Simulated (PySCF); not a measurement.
The calculation's input:

```
# BHOSb
from pyscf import gto, dft

system = gto.M(
    atom='start.xyz',
    spin=2,
    basis='def2-tzvpd',
    charge=-1,
    ecp={'Sb': 'def2-svp'},
    max_memory=3720,
    verbose=3,
)

mf = dft.UKS(system)
mf.xc = 'pbe0'
mf = mf.density_fit(auxbasis='def2-universal-jkfit')
mf.conv_tol = 1e-09
mf.grids.level = 3
mf.max_cycle = 100
mf.kernel()
if not mf.converged:
    mf = mf.newton().run(mf.mo_coeff, mf.mo_occ)
for _ in range(3):
    mo, _, stable, _ = mf.stability(return_status=True)
    if stable:
        break
    mf.kernel(mf.make_rdm1(mo, mf.mo_occ))

energy = mf.e_tot
print('E = %.10f Eh' % energy)
grad = mf.nuc_grad_method().kernel()
dip = mf.dip_moment()
pop, q = mf.mulliken_pop()
```

Run with:

```sh
OMP_NUM_THREADS=2 python job.py
```

Geometry: B3LYP-D3(BJ)/def2-SVPD; core potentials replace the inner electrons of Sb.

All numbers below come from PySCF 2.14.0, Gaussian-basis quantum chemistry of an isolated molecule with PySCF, energy and nuclear gradient, functional PBE0.

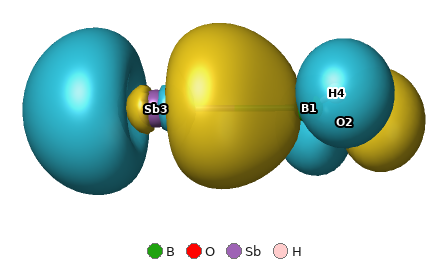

BHOSb (charge −1, triplet). The HOMO (β) at ±0.1 Å⁻³ᐟ² (yellow and cyan are the two phases), seen from one side.

What is the character of this orbital?

Its weight (Hirshfeld) is mainly on Sb3 (about 50 %), O2 (about 25 %), B1 (about 15 %) and H4 (about 10 %); it is symmetric in the molecular plane (an in-plane orbital: σ, lone-pair or in-plane π type). Its energy is −0.39 eV.
